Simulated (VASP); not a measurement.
Band structure of FeAl (CsCl type). These are MS2 meta-GGA, VASP's PBE PAW potentials (set 64) (plane waves; VASP) values and carry that method's errors.

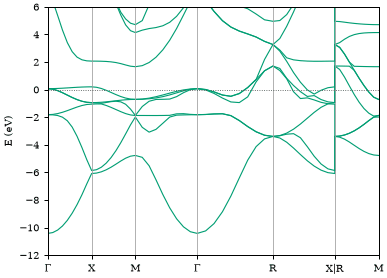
Fig. 1. Bands along high-symmetry lines, zero at the valence-band maximum or, without a gap, the Fermi level

**Question.** Read the plot: is there a gap, and where are the band edges?

**Answer.** It has no gap at this level: it comes out as a metal or semimetal.

The compound is FeAl in the CsCl type structure. It was relaxed first, which changed the volume by -7 %. The run is not spin-polarised, so no magnetic state was tried. The electron count is odd and the run is not spin-polarised, which forces a metal.
